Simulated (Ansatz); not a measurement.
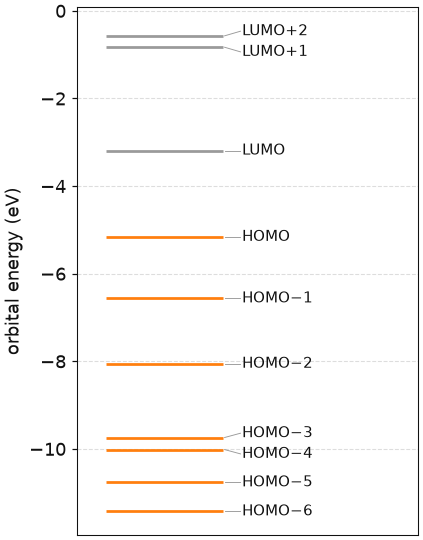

Kohn-Sham orbital energies near the frontier, LDA (SPW92)/def2-TZVPP, the Ansatz code 0.2.0, at a PBE0-D4/def2-TZVP geometry (a minimum by its frequencies), isolated molecule; empty levels in grey, levels within 0.03 eV side by side.

> Which molecule has this level scheme?
A. CH₆NPSi, SMILES C[Si@@H]1NP1
B. CH₃ClIIn, SMILES [CH3][In]([Cl])[I], singlet
C. CH₄AlNO, SMILES [NH2][AlH][CH]=O, singlet
D. CH₆BNO, SMILES BOCN

C. HOMO −5.16 eV, LUMO −3.19 eV, separation 1.97 eV.

Caveats: one conformer of a flexible molecule.
